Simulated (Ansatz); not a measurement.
| atom | x (Å) | y (Å) | z (Å) |
| --- | --- | --- | --- |
| C | -1.0356 | 2.4554 | 2.2485 |
| O | 0.0920 | 2.5316 | 1.7480 |
| P | -1.9395 | 3.7164 | 3.1281 |

Geometry: PBE-D3(BJ)/def2-SVPD; the highest occupied orbital lies above zero, a sign that basis and functional describe the outermost electron poorly.

The calculation used isolated molecule in a Gaussian basis; Kohn-Sham density functional theory, functional PBE0 (Ansatz 0.2.0).

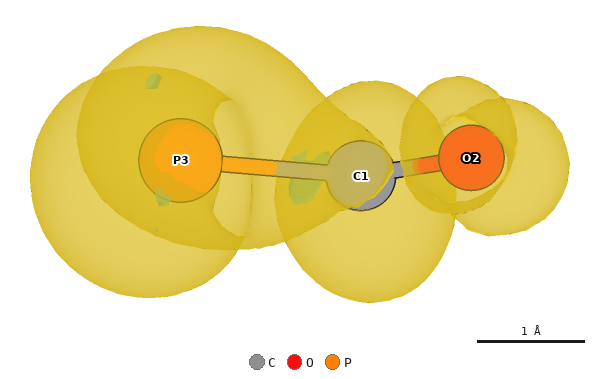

COP (charge −1, triplet). Isosurfaces of the spin density (α minus β) at +0.03 (yellow) and −0.03 e/Å³ (cyan), seen from one side.

Describe the spin distribution.

The unpaired spin (2 electrons) lies mostly on P3 (about 1.1), C1 (about 0.6) and O2 (about 0.3), in electrons by Hirshfeld's partition.
